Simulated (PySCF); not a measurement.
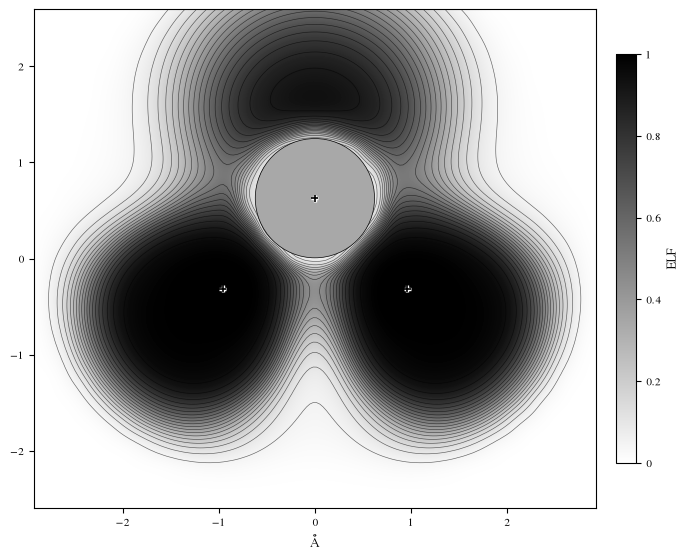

The ELF on a plane through atoms (crosses mark nuclei in the plane; grey discs cover the cores).

Computed with PySCF 2.14.0, PBE0/pcSseg-1, SCF density, gas phase, non-relativistic.

Candidates:
A. C$_{5}$H$_{16}$N$_{2}$Si (SMILES CCCN(N)[SiH](C)C)
B. C$_{7}$H$_{13}$FO
C. H$_{2}$P (SMILES [PH2-]) (charge −1)

Q: Which system is this?

A: Candidate C: H$_{2}$P on the molecular plane, which holds P and H. P–H (1.34 Å): the ELF climbs to about 1 towards the hydrogen, as it does in any bond to H.
